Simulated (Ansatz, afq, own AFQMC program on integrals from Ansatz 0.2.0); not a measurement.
# SiHO (doublet): quantum Monte Carlo beside coupled cluster at distance Si1–H3 = 2.777 Å, cc-pVDZ

How near does AFQMC come to the top of the ladder for SiHO (doublet)?

Method: cc-pVDZ, frozen cores; program: Ansatz 0.2.0, Gaussian basis, and an in-house AFQMC program (afq) on its integrals; all values are calculated.

To be run: PBE (unrestricted); r2SCAN (unrestricted); PBE0 (unrestricted); B3LYP (unrestricted); wB97M-V (unrestricted); B2PLYP (unrestricted); CCSD(T) on UHF; CCSDT(Q) on UHF; Phaseless AFQMC, CISD trial on UHF; Phaseless AFQMC, single-determinant trial on UHF.

## 1. What is computed

The geometry derives from a PBE0/def2-TZVP stationary point (not a proven minimum). One bond is set to the value named and the two fragments are kept rigid.

3 atoms, charge 0, spin multiplicity 2.

Atoms are counted from 1 here; the program's logs count them from 0.

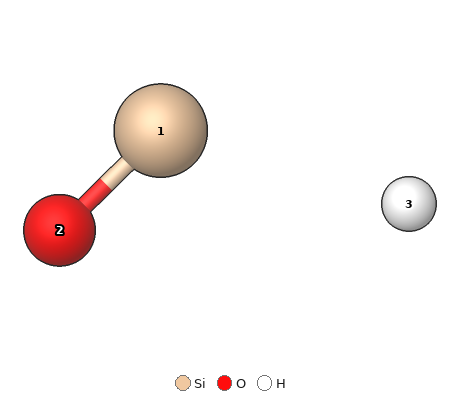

The structure; silicon light orange, oxygen red, hydrogen white; atoms are numbered from 1 in the order of the file.

## 2. PBE (unrestricted)

File in.yaml:

```yaml
crystal:
  periodic: [false, false, false]
  atoms:
    - {symbol: Si, position_ang: [0.000000, -0.123932, 0.498034]}
    - {symbol: O, position_ang: [0.000000, 0.085326, -1.010497]}
    - {symbol: H, position_ang: [0.000000, 2.098871, 2.162629]}
basis:
  gaussian: {orbitals: cc-pVDZ}
magnetization: {spin_polarized: true, initial_magnetization: 1}
hamiltonian: {xc: {name: PBE}}
output: {orbitals: {seedname: orbitals}}
```

Command:

```
ansatz run in.yaml --threads 1 --pin off --events-out ev --progress --plain --max-ram 1382MiB
```

Output:

```text
Functional definition: PBE
  name "PBE"
  cite "Perdew, Burke & Ernzerhof, Phys. Rev. Lett. 77, 3865 (1996) doi:10.1103/PhysRevLett.77.3865"
  parent pbe
  parameter kappa = 0.804
  parameter beta = 0.06672455060314922
  exchange = pbe_x(kappa = kappa, mu = beta*pi^2/3)
  correlation = pbe_c(beta = beta)
431 factors; their error is unknown
mean field evaluation 1: about -9922.4699 eV, gradient 4.8e1 eV
mean field evaluation 2: about -9748.2542 eV, gradient 1.4e2 eV
mean field evaluation 4: about -9931.5757 eV, gradient 7.6e0 eV
mean field evaluation 8: about -9932.0215 eV, gradient 1.4e-1 eV
mean field evaluation 16: about -9932.0027 eV, gradient 4.3e-5 eV
mean field -9932.00273108 eV, -364.9943682139 hartree, gradient 4.3e-5 eV, S^2 0.754076; 0 other end points of the search recorded, 0 dependent functions left out
reference -9932.00276029 eV, -364.9943692875 hartree; 12, 11 occupied and 25, 26 virtual orbitals, 431 factors
Total energy: -9932.00276029 eV, -364.9943692875 hartree
```

Run time: 0.36 s. Hardware: 1 thread of AMD EPYC 9R45 (Zen 5), shared host.

From the report: ⟨S²⟩ of the determinant 0.754 (pure doublet: 0.75).

## 3. r2SCAN (unrestricted)

Edit in.yaml of step 2 so:

```diff
@@ -9,3 +9,2 @@
 magnetization: {spin_polarized: true, initial_magnetization: 1}
-hamiltonian: {xc: {name: PBE}}
-output: {orbitals: {seedname: orbitals}}
+hamiltonian: {xc: {name: r2SCAN}}
```

The command is unchanged.

Output:

```text
Functional definition: r2SCAN
  name "r2SCAN"
  cite "Furness, Kaplan, Ning, Perdew & Sun, J. Phys. Chem. Lett. 11, 8208 (2020) doi:10.1021/acs.jpclett.0c02405"
  cite "Furness, Kaplan, Ning, Perdew & Sun, J. Phys. Chem. Lett. 11, 9248 (2020) doi:10.1021/acs.jpclett.0c03077"
  parent r2scan
  parameter k0 = 0.174
  parameter k1 = 0.065
  parameter a1 = 4.9479
  exchange = r2scan_x(k0 = k0, k1 = k1, a1 = a1)
  correlation = r2scan_c
431 factors; their error is unknown
mean field evaluation 1: about -9927.7707 eV, gradient 4.5e1 eV
mean field evaluation 2: about -9772.6903 eV, gradient 1.3e2 eV
mean field evaluation 4: about -9936.1289 eV, gradient 4.9e0 eV
mean field evaluation 8: about -9936.3221 eV, gradient 1.3e-1 eV
mean field evaluation 16: about -9936.3059 eV, gradient 9.1e-5 eV
mean field -9936.30586093 eV, -365.1525053191 hartree, gradient 8.9e-5 eV, S^2 0.758649; 0 other end points of the search recorded, 0 dependent functions left out
reference -9936.30587017 eV, -365.1525056589 hartree; 12, 11 occupied and 25, 26 virtual orbitals, 431 factors
Total energy: -9936.30587017 eV, -365.1525056589 hartree
```

Wall time 0.75 s (1 thread of AMD EPYC 9R45 (Zen 5), shared host).

From the report: ⟨S²⟩ of the determinant 0.759 (pure doublet: 0.75).

## 4. PBE0 (unrestricted)

Edit in.yaml of step 3 so:

```diff
@@ -9,2 +9,3 @@
 magnetization: {spin_polarized: true, initial_magnetization: 1}
-hamiltonian: {xc: {name: r2SCAN}}
+hamiltonian: {xc: {name: PBE0}}
+output: {orbitals: {seedname: orbitals}}
```

Launched as before.

Output:

```text
Functional definition: PBE0
  name "PBE0"
  cite "Adamo & Barone, J. Chem. Phys. 110, 6158 (1999) doi:10.1063/1.478522"
  cite "Perdew, Burke & Ernzerhof, Phys. Rev. Lett. 77, 3865 (1996) doi:10.1103/PhysRevLett.77.3865"
  parent pbe
  parameter a = 0.25
  parameter kappa = 0.804
  parameter beta = 0.06672455060314922
  exchange = (1 - a)*pbe_x(kappa = kappa, mu = beta*pi^2/3) + a*exact_x
  correlation = pbe_c(beta = beta)
358 factors; integrals over basis functions are off by at most 5.5e-4 eV
mean field evaluation 1: about -9924.5324 eV, gradient 4.3e1 eV
mean field evaluation 2: about -9807.3094 eV, gradient 1.3e2 eV
mean field evaluation 4: about -9932.3590 eV, gradient 1.4e0 eV
mean field evaluation 8: about -9932.4389 eV, gradient 7.5e-2 eV
mean field evaluation 16: about -9932.4390 eV, gradient 2.9e-4 eV
mean field -9932.43900940 eV, -365.0104011464 hartree, gradient 6.8e-5 eV, S^2 0.755267; 0 other end points of the search recorded, 0 dependent functions left out
reference -9932.43903142 eV, -365.0104019557 hartree; 12, 11 occupied and 25, 26 virtual orbitals, 358 factors
Total energy: -9932.43903142 eV, -365.0104019557 hartree
```

Run time: 0.48 s. Hardware: 1 thread of AMD EPYC 9R45 (Zen 5), shared host.

From the report: ⟨S²⟩ of the determinant 0.755 (pure doublet: 0.75).

## 5. B3LYP (unrestricted)

Edit in.yaml of step 4 so:

```diff
@@ -9,3 +9,2 @@
 magnetization: {spin_polarized: true, initial_magnetization: 1}
-hamiltonian: {xc: {name: PBE0}}
-output: {orbitals: {seedname: orbitals}}
+hamiltonian: {xc: {name: B3LYP}}
```

The command is unchanged.

Output (excerpt; [...] marks lines left out):

```text
Functional definition: B3LYP
  name "B3LYP"
  cite "Stephens, Devlin, Chabalowski & Frisch, J. Phys. Chem. 98, 11623 (1994) doi:10.1021/j100096a001"
  cite "Becke, Phys. Rev. A 38, 3098 (1988) doi:10.1103/PhysRevA.38.3098"
  cite "Lee, Yang & Parr, Phys. Rev. B 37, 785 (1988) doi:10.1103/PhysRevB.37.785"
  cite "Vosko, Wilk & Nusair, Can. J. Phys. 58, 1200 (1980) doi:10.1139/p80-159"
[...]
358 factors; integrals over basis functions are off by at most 5.5e-4 eV
[...]
mean field -9938.61195359 eV, -365.2372526612 hartree, gradient 4.3e-5 eV, S^2 0.755327; 0 other end points of the search recorded, 0 dependent functions left out
reference -9938.61214807 eV, -365.2372598085 hartree; 12, 11 occupied and 25, 26 virtual orbitals, 358 factors
Total energy: -9938.61214807 eV, -365.2372598085 hartree
```

Run time: 0.51 s. Hardware: 1 thread of AMD EPYC 9R45 (Zen 5), shared host.

From the report: ⟨S²⟩ of the determinant 0.755 (pure doublet: 0.75).

## 6. wB97M-V (unrestricted)

Edit in.yaml of step 5 so:

```diff
@@ -9,2 +9,3 @@
 magnetization: {spin_polarized: true, initial_magnetization: 1}
-hamiltonian: {xc: {name: B3LYP}}
+hamiltonian: {xc: {name: wB97M-V}}
+output: {orbitals: {seedname: orbitals}}
```

Launched as before.

Output (excerpt; [...] marks lines left out):

```text
Functional definition: wB97M-V
  name "wB97M-V"
  cite "Mardirossian & Head-Gordon, J. Chem. Phys. 144, 214110 (2016) doi:10.1063/1.4952647"
  cite "Becke, J. Chem. Phys. 107, 8554 (1997) doi:10.1063/1.475007"
  cite "Vydrov & Van Voorhis, J. Chem. Phys. 133, 244103 (2010) doi:10.1063/1.3521275"
  # Of w^i u^j: cxij and so on, Table III.
[...]
  gx(w, u) = 1 - cx + cx01*u + cx10*w
  gss(w, u) = css00 + css04*u^4 + css10*w + css20*w^2 + css43*w^4*u^3
  gos(w, u) = cos00 + cos10*w + (cos20 + cos21*u)*w^2 + (cos60 + cos61*u)*w^6
[...]
      + integral(e_c_pw_mod_opposite_spin*gos(b97_w_opposite, b97_u_opposite)) + vv10(b, c)
358 factors; integrals over basis functions are off by at most 5.5e-4 eV
108 factors; integrals over basis functions are off by at most 2.7e-5 eV
[...]
mean field -9937.00693232 eV, -365.1782692174 hartree, gradient 5.2e-5 eV, S^2 0.752605; 0 other end points of the search recorded, 0 dependent functions left out
reference -9937.00696292 eV, -365.1782703422 hartree; 12, 11 occupied and 25, 26 virtual orbitals, 358 factors
Total energy: -9937.00696292 eV, -365.1782703422 hartree
```

It took 1.8 s on 1 thread of AMD EPYC 9R45 (Zen 5), shared host.

From the report: ⟨S²⟩ of the determinant 0.753 (pure doublet: 0.75).

## 7. B2PLYP (unrestricted)

Edit in.yaml of step 6 so:

```diff
@@ -9,3 +9,3 @@
 magnetization: {spin_polarized: true, initial_magnetization: 1}
-hamiltonian: {xc: {name: wB97M-V}}
-output: {orbitals: {seedname: orbitals}}
+hamiltonian: {xc: {name: B2PLYP}}
+correlation: {electrons: outside_noble_gas}
```

Launched as before.

Output (excerpt; [...] marks lines left out):

```text
Functional definition: B2PLYP
  name "B2PLYP"
  cite "Grimme, J. Chem. Phys. 124, 034108 (2006) doi:10.1063/1.2148954"
  cite "Becke, Phys. Rev. A 38, 3098 (1988) doi:10.1103/PhysRevA.38.3098"
  cite "Lee, Yang & Parr, Phys. Rev. B 37, 785 (1988) doi:10.1103/PhysRevB.37.785"
[...]
358 factors; integrals over basis functions are off by at most 5.5e-4 eV
[...]
mean field -9930.53591461 eV, -364.9404637028 hartree, gradient 3.2e-6 eV, S^2 0.757577; 1 other end points of the search recorded, 0 dependent functions left out
6 core orbitals not correlated: weight in the atoms' cores, before any rotation towards them, 1.000 or more for the frozen orbitals, at most 0.000 for the correlated occupied ones
reference -9930.53603838 eV, -364.9404682513 hartree; 6, 5 occupied and 25, 26 virtual orbitals, 358 factors
second order -9.68040585 eV of doubles, -0.00000000 eV of singles
Total energy: -9933.14974796 eV, -365.0365203067 hartree
```

It took 0.72 s on 1 thread of AMD EPYC 9R45 (Zen 5), shared host.

From the report: ⟨S²⟩ of the determinant 0.758 (pure doublet: 0.75).

## 8. CCSD(T) on UHF

Edit in.yaml of step 7 so:

```diff
@@ -9,3 +9,2 @@
 magnetization: {spin_polarized: true, initial_magnetization: 1}
-hamiltonian: {xc: {name: B2PLYP}}
-correlation: {electrons: outside_noble_gas}
+correlation: {method: ccsd_t, electrons: outside_noble_gas, hamiltonian_folder: ham}
```

Launched as before.

Output (excerpt; [...] marks lines left out):

```text
Functional definition: HF
  name "HF"
  cite "Fock, Z. Phys. 61, 126 (1930) doi:10.1007/BF01340294"
  parent pbe
[...]
358 factors; integrals over basis functions are off by at most 5.5e-4 eV
[...]
mean field -9912.73801382 eV, -364.2864029126 hartree, gradient 2.8e-6 eV, S^2 0.762297; 10 other end points of the search recorded, 0 dependent functions left out
determinant -9912.73801382 eV, -364.2864029126 hartree, with singles and doubles -9920.37401583 eV, -364.5670208109 hartree
determinant -9909.90582000 eV, -364.1823217095 hartree, with singles and doubles -9915.96475181 eV, -364.4049833468 hartree
determinant -9909.67702150 eV, -364.1739135197 hartree, with singles and doubles -9915.66025199 eV, -364.3937931849 hartree
determinant -9909.51358299 eV, -364.1679072653 hartree, with singles and doubles -9915.74374083 eV, -364.3968613429 hartree
determinant -9909.45825641 eV, -364.1658740509 hartree, with singles and doubles -9916.86867871 eV, -364.4382020475 hartree
determinant -9909.45052143 eV, -364.1655897957 hartree, with singles and doubles -9915.73467948 eV, -364.3965283445 hartree
determinant -9909.27932634 eV, -364.1592984921 hartree, with singles and doubles -9915.30225512 eV, -364.3806370424 hartree
6 core orbitals not correlated: weight in the atoms' cores, before any rotation towards them, 1.000 or more for the frozen orbitals, at most 0.000 for the correlated occupied ones
reference -9912.73801382 eV, -364.2864029126 hartree; 6, 5 occupied and 25, 26 virtual orbitals, 358 factors
second order -7.47620451 eV of doubles, -0.00000000 eV of singles
cycle   1  -7.63631305 eV  change   -3.1e-4 eV  update   1.6e-3
[...]
cycle   9  -7.63735267 eV  change    1.1e-6 eV  update   6.9e-6
perturbative correction -0.32488635 eV, -0.0119393532 hartree
Total energy: -9920.70025283 eV, -364.5790097995 hartree
```

Wall time 1.4 s (1 thread of AMD EPYC 9R45 (Zen 5), shared host).

From the report: ⟨S²⟩ of the determinant 0.762 (pure doublet: 0.75); correlation -7.9622 eV; T1 0.031; largest double amplitude 0.07.

This run also writes the integrals to the folder ham.

## 9. CCSDT(Q) on UHF

Edit in.yaml of step 8 so:

```diff
@@ -9,2 +9,2 @@
 magnetization: {spin_polarized: true, initial_magnetization: 1}
-correlation: {method: ccsd_t, electrons: outside_noble_gas, hamiltonian_folder: ham}
+correlation: {method: ccsdt_q, electrons: outside_noble_gas}
```

Same command.

Output (excerpt; [...] marks lines left out):

```text
Functional definition: HF
  name "HF"
  cite "Fock, Z. Phys. 61, 126 (1930) doi:10.1007/BF01340294"
  parent pbe
[...]
637 factors; integrals over basis functions are off by at most 1.6e-7 eV
[...]
mean field -9912.73812496 eV, -364.2864069970 hartree, gradient 8.4e-6 eV, S^2 0.762296; 10 other end points of the search recorded, 0 dependent functions left out
determinant -9912.73812496 eV, -364.2864069970 hartree, with singles and doubles -9920.37414158 eV, -364.5670254319 hartree
determinant -9909.90594093 eV, -364.1823261537 hartree, with singles and doubles -9915.96485177 eV, -364.4049870203 hartree
determinant -9909.67714637 eV, -364.1739181087 hartree, with singles and doubles -9915.66039751 eV, -364.3937985325 hartree
determinant -9909.51370840 eV, -364.1679118740 hartree, with singles and doubles -9915.74387987 eV, -364.3968664525 hartree
determinant -9909.45835801 eV, -364.1658777847 hartree, with singles and doubles -9916.86879149 eV, -364.4382061921 hartree
determinant -9909.45064582 eV, -364.1655943670 hartree, with singles and doubles -9915.73481764 eV, -364.3965334218 hartree
determinant -9909.27945949 eV, -364.1593033853 hartree, with singles and doubles -9915.30240341 eV, -364.3806424920 hartree
6 core orbitals not correlated: weight in the atoms' cores, before any rotation towards them, 1.000 or more for the frozen orbitals, at most 0.000 for the correlated occupied ones
reference -9912.73812496 eV, -364.2864069970 hartree; 6, 5 occupied and 25, 26 virtual orbitals, 637 factors
second order -7.47622691 eV of doubles, -0.00000000 eV of singles
cycle   1  -7.13652736 eV  change    3.4e-1 eV  update   1.6e-1
[...]
cycle  24  -7.98112303 eV  change    7.5e-7 eV  update   4.8e-7
perturbative correction -0.04807458 eV, -0.0017667083 hartree
Total energy: -9920.76732257 eV, -364.5814745668 hartree
```

Wall time 9 s (1 thread of AMD EPYC 9R45 (Zen 5), shared host); peak memory 0.26 GiB.

From the report: ⟨S²⟩ of the determinant 0.762 (pure doublet: 0.75); correlation -8.0292 eV; T1 0.031; largest double amplitude 0.09.

## 10. Phaseless AFQMC, CISD trial on UHF

It reads the integrals that the CCSD(T) run on this determinant wrote.

Command:

```
afq ham --method phaseless --trial cisd --walkers 60 --populations 1 --least-time 40 --time-step 0.005 --steps-per-block 50 --equilibration-blocks 40 --max-blocks 300 --target-error 0.0008 --factor-cut 1e-05 --start spin_pure --seed 5525 --release-times 0.24,0.51,0.99,1.62,2.4 --release-step 0.03 --release-every 4 --taylor-order 6
```

Output:

```text
orbitals 31  electrons 6 5  factors 212 of 358
reference energy -364.28640291 Eh
CCSD correlation -0.28066769 Eh in 15 cycles, weight of the determinant in the CISD state 0.8688
energy of the start -364.566430 Eh
 block  time / (1/Eh)  mean weight  energy / Eh
     1     0.250  0.9994  -364.563103
     2     0.500  1.0014  -364.564947
     3     0.750  1.0001  -364.568813
     4     1.000  1.0009  -364.575422
     5     1.250  1.0033  -364.586373
     6     1.500  1.0003  -364.578304
     7     1.750  1.0004  -364.601161
     8     2.000  1.0017  -364.592217
     9     2.250  0.9999  -364.577805
    10     2.500  0.9983  -364.575055
    17     4.250  0.9989  -364.587467
    25     6.250  0.9996  -364.582200
    33     8.250  0.9992  -364.617608
    41    10.250  0.9974  -364.578874
    49    12.250  0.9995  -364.589594
    57    14.250  1.0002  -364.571430
    65    16.250  1.0006  -364.569361
    73    18.250  1.0021  -364.590901
    81    20.250  1.0021  -364.579926
    89    22.250  1.0009  -364.567874
    97    24.250  1.0025  -364.574187
   105    26.250  1.0023  -364.574731
   113    28.250  0.9988  -364.568803
   121    30.250  1.0025  -364.576686
   129    32.250  1.0036  -364.564801
   137    34.250  0.9989  -364.572727
   145    36.250  0.9988  -364.584762
   153    38.250  1.0007  -364.582871
   161    40.250  0.9981  -364.586679
   169    42.250  1.0018  -364.578815
   177    44.250  1.0020  -364.576398
   185    46.250  0.9981  -364.576996
   193    48.250  0.9985  -364.586112
   201    50.250  0.9969  -364.582087
   209    52.250  0.9996  -364.587021
   217    54.250  1.0014  -364.571854
   225    56.250  1.0019  -364.584506
   233    58.250  1.0007  -364.575955
   241    60.250  1.0009  -364.594726
   249    62.250  0.9982  -364.574075
   257    64.250  1.0024  -364.571625
   265    66.250  0.9988  -364.583469
   273    68.250  0.9985  -364.593759
   281    70.250  1.0024  -364.578550
   289    72.250  0.9997  -364.575333
   297    74.250  1.0000  -364.579266
   305    76.250  1.0015  -364.573138
   313    78.250  1.0000  -364.586363
   321    80.250  0.9983  -364.572278
   329    82.250  0.9990  -364.589008
   337    84.250  0.9998  -364.586101
blocks merged  error / Eh  count
     1  0.000592  300
     2  0.000685  150
     4  0.000835  75
     8  0.001001  37
    16  0.001103  18
    32  0.000910  9
released: time / (1/Eh)  energy / Eh  error  mean overlap
  0.24  -364.578994  0.001366  1.0060
  0.51  -364.578607  0.001141  1.0090
  0.99  -364.580037  0.000848  1.0049
  1.62  -364.579726  0.000786  1.0246
  2.40  -364.583167  0.001462  1.0143
energy -364.578585 +/- 0.001103 Eh
```

Run time: 2.7 min. Hardware: 1 thread of AMD EPYC 9R45 (Zen 5), shared host.

Energy -9920.6887 ± 0.0300 eV. Caveats: constraint bias not in the error.

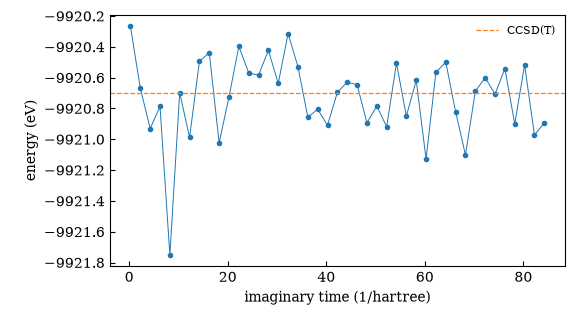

Block energies along the walk.

## 11. Phaseless AFQMC, single-determinant trial on UHF

It reads the integrals that the CCSD(T) run on this determinant wrote.

Command:

```
afq ham --method phaseless --trial hf --walkers 120 --populations 1 --least-time 40 --time-step 0.005 --steps-per-block 20 --equilibration-blocks 160 --max-blocks 600 --target-error 0.0024000000000000002 --factor-cut 1e-05 --start spin_pure --seed 2444 --taylor-order 6
```

Output:

```text
orbitals 31  electrons 6 5  factors 212 of 358
reference energy -364.28640291 Eh
CCSD correlation -0.28066769 Eh in 15 cycles, weight of the determinant in the CISD state 0.8688
energy of the start -364.286657 Eh
 block  time / (1/Eh)  mean weight  energy / Eh
     1     0.100  1.0011  -364.362136
     2     0.200  1.0023  -364.414557
     3     0.300  1.0017  -364.447267
     4     0.400  1.0022  -364.477615
     5     0.500  1.0009  -364.510146
     6     0.600  1.0026  -364.538255
     7     0.700  1.0003  -364.546230
     8     0.800  1.0036  -364.588859
     9     0.900  1.0024  -364.596485
    10     1.000  0.9997  -364.575023
    20     2.000  1.0026  -364.555707
    39     3.900  0.9972  -364.553623
    58     5.800  1.0008  -364.560462
    77     7.700  0.9992  -364.555969
    96     9.600  1.0021  -364.562559
   115    11.500  1.0005  -364.584612
   134    13.400  1.0019  -364.574605
   153    15.300  1.0008  -364.567860
   172    17.200  1.0007  -364.572238
   191    19.100  1.0013  -364.620861
   210    21.000  0.9993  -364.623063
   229    22.900  0.9976  -364.569245
   248    24.800  0.9999  -364.539788
   267    26.700  0.9996  -364.578150
   286    28.600  1.0001  -364.542578
   305    30.500  0.9991  -364.525532
   324    32.400  0.9983  -364.619855
   343    34.300  0.9992  -364.561329
   362    36.200  0.9972  -364.661106
   381    38.100  1.0003  -364.595515
   400    40.000  1.0006  -364.519447
   419    41.900  1.0008  -364.596153
   438    43.800  1.0001  -364.614240
   457    45.700  1.0016  -364.604480
   476    47.600  0.9993  -364.605015
   495    49.500  0.9981  -364.592045
   514    51.400  1.0012  -364.588318
   533    53.300  0.9989  -364.556817
   552    55.200  1.0000  -364.532868
   571    57.100  0.9984  -364.573106
   590    59.000  1.0009  -364.659171
   609    60.900  1.0015  -364.619439
   628    62.800  1.0009  -364.608465
   647    64.700  1.0021  -364.686973
   666    66.600  1.0013  -364.544422
   685    68.500  1.0005  -364.551265
   704    70.400  0.9968  -364.536263
   723    72.300  0.9981  -364.635918
   742    74.200  1.0009  -364.603097
blocks merged  error / Eh  count
     1  0.001475  600
     2  0.001944  300
     4  0.002519  150
     8  0.003088  75
    16  0.003505  37
    32  0.004028  18
    64  0.004393  9
energy -364.582948 +/- 0.004028 Eh
```

Run time: 1.9 min. Hardware: 1 thread of AMD EPYC 9R45 (Zen 5), shared host.

Energy -9920.8074 ± 0.1096 eV. Caveats: constraint bias not in the error; error above the target.

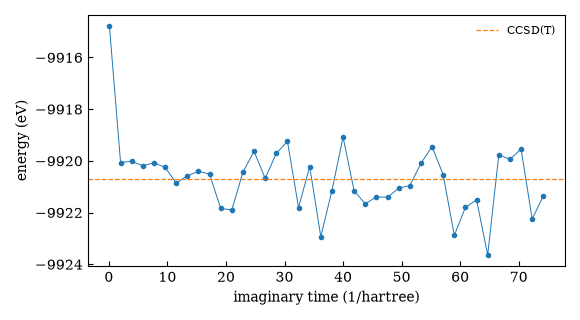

Block energies along the walk.

## 12. AFQMC on the ladder

On the UHF determinant, counted from CCSDT(Q) (a yardstick, not exact):

| level | energy (eV) | from CCSDT(Q) (kJ/mol) | statistical error (kJ/mol) | time |
| --- | --- | --- | --- | --- |
| HF | -9912.7380 | +774.7 |  |  |
| MP2 | -9920.2142 | +53.4 |  |  |
| CCSD | -9920.3754 | +37.8 |  |  |
| CCSD(T) | -9920.7003 | +6.5 |  |  |
| CCSDT(Q) | -9920.7673 | 0.0 |  |  |
| Phaseless AFQMC, CISD trial, step 0.005, 60 walkers | -9920.6887 | +7.6 | 2.9 | 2.7 min |
| Phaseless AFQMC, single-determinant trial, step 0.005, 120 walkers | -9920.8074 | -3.9 | 10.6 | 1.9 min |

The functionals' totals stand on their own zeros and serve differences with other points: PBE -9932.003 eV; r2SCAN -9936.306 eV; PBE0 -9932.439 eV; B3LYP -9938.612 eV; wB97M-V -9937.007 eV; B2PLYP -9933.150 eV.

## 13. Results

```
                                                      quantity               value
                                  CCSD(T) on UHF from CCSDT(Q)         +6.5 kJ/mol
              Phaseless AFQMC, CISD trial on UHF from CCSDT(Q)   +7.6 ± 2.9 kJ/mol
Phaseless AFQMC, single-determinant trial on UHF from CCSDT(Q)  -3.9 ± 10.6 kJ/mol
```

What this shows: On UHF the phaseless walk with the CISD trial lies +7.6 kJ/mol from CCSDT(Q), within three error bars. Error bars are statistical and leave out the constraint, the time step and what remains of the start.
